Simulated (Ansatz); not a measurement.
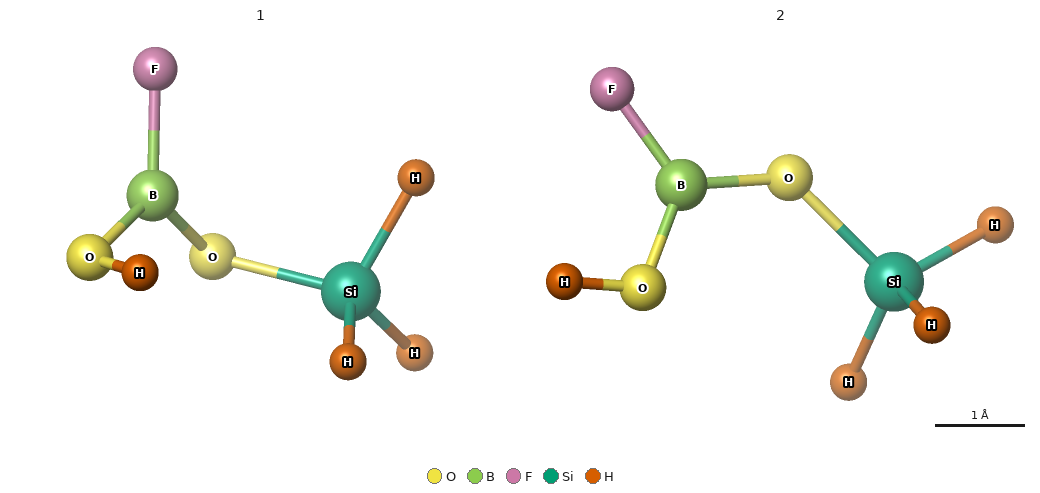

Two geometries of BSiH4O2F, drawn at one scale. One is the start of a relaxation, the other its converged end. A ball-and-stick model, seen at a tilt.

Computed with Ansatz, RKS r2SCANh/def2-SVP. Settings: no spin polarisation; force threshold 0.02 eV/Å; at most 50 steps.

**Which geometry has the lower energy?**

Structure 2 is the relaxed one. The run prepares an end point of a later path (hydrogen shift) calculation, from a guessed geometry. The energy falls by 134.1 kJ/mol in 23 accepted moves (27 points after the start). Largest force component: 3.6 eV/Å at the start, 0.0054 eV/Å at the end. The line search rejected the trial steps at points 6, 11, 22, 23 of the run. An O atom moves most after the best rigid fit: 1.34 Å. Largest moves by element: O 1.34 Å, H 1.24 Å, F 0.78 Å, Si 0.29 Å, B 0.27 Å. Some distances before and after: B–O 1.478 → 1.349 Å, B–F 1.426 → 1.334 Å, B–O 1.427 → 1.356 Å, H–Si 1.458 → 1.488 Å. Among the angles between lasting bonds that change: B–O–Si 107.0° → 129.6°, B–O–H 109.8° → 113.1°, H–Si–H 107.2° → 109.9°. Groups turn about O–Si by about 115°, B–O by about 90°, B–O by about 85°. The run took 79 s on 2 threads of Arm Neoverse V2, on a shared host, peak memory 0.2 GiB.
